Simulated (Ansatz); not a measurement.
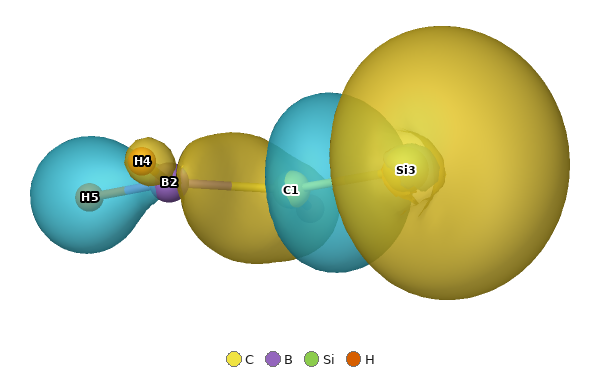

Figure. CH3BSi (charge −1, doublet). The HOMO (β) at ±0.1 Å⁻³ᐟ² (yellow and cyan are the two phases), seen from one side.

Geometry: r2SCAN-D4/def2-SVPD; the highest occupied orbital lies above zero, a sign that basis and functional describe the outermost electron poorly.

All numbers below come from isolated molecule in a Gaussian basis; Kohn-Sham density functional theory, functional PBE0 (Ansatz).

```yaml
atoms:
  - { symbol: C, position_ang: [1.4423, 0.1317, 2.2327] }
  - { symbol: B, position_ang: [0.4904, 0.6864, 1.2170] }
  - { symbol: Si, position_ang: [3.2207, 0.4140, 2.1109] }
  - { symbol: H, position_ang: [0.8776, 1.3366, 0.2547] }
  - { symbol: H, position_ang: [-0.7301, 0.5227, 1.2907] }
  - { symbol: H, position_ang: [1.0279, -0.4501, 3.0779] }
```

Question: Where does this orbital lie, and at what energy?

Answer: Its weight (Hirshfeld) is mainly on Si3 (about 65 %) and C1 (about 25 %); it is symmetric in the molecular plane (an in-plane orbital: σ, lone-pair or in-plane π type). Its energy is −1.68 eV.
